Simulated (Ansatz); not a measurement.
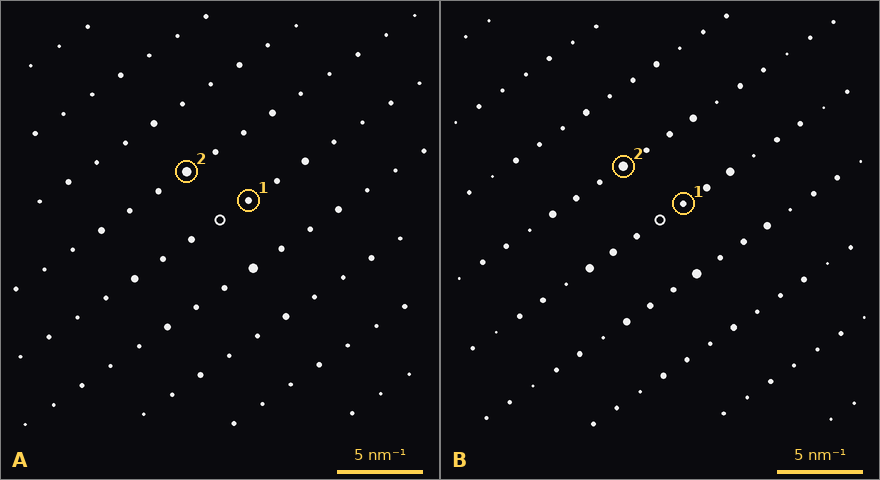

Kinematic electron diffraction patterns (120 kV, B = 0.5 Å², same scale) along [1-10] of the run's own cell, for the start and the end of one relaxation of LiPb2 with DFT PBE, scalar-relativistic, plane waves, PAW in Ansatz 0.2.0. k mesh 18×18×18. The start is a generated model structure, and the relaxation ends in the nearest stationary point of its symmetry, not necessarily the ground state. Spot 1 is -1 -1 1 and spot 2 is 0 0 -1 in both.

Start structure:

```
CELL_PARAMETERS angstrom
-1.83816 1.83816 5.98087
1.83816 -1.83816 5.98087
1.83816 1.83816 -5.98087
ATOMIC_POSITIONS crystal
Li 0.00000 0.00000 0.00000
Pb 0.34000 0.34000 0.00000
Pb 0.66000 0.66000 0.00000
```

**Which pattern belongs to the start structure, and which to the relaxed one?**

B is the start: its cell gives d(1) = 5.981 Å, d(2) = 2.600 Å and an angle of 90.0°. A is the relaxed structure, with d(1) = 4.912 Å (-17.9 %), d(2) = 2.897 Å (+11.4 %) and 90.0°.

**Name reflections whose intensity changes strongly on relaxation.**

5 5 -5 goes from 12 to 1.8 % of the strongest spot; 5 5 -6 goes from 9.4 to 1.5 % of the strongest spot; 2 2 -2 goes from 36 to 13 % of the strongest spot.

**Summarise the relaxation behind the change.**

The volume changed by +2.0 % to 27.48 Å³ an atom; with the mean shift removed, the atoms moved by up to 0.07 Å relative to the cell (Pb most); the space group stayed I4/mmm (No. 139); the free energy fell by 21 meV an atom. Relaxed cell: a = 5.702 Å, b = 5.702 Å, c = 5.702 Å, α = 137.89°, β = 137.89°, γ = 61.07°.
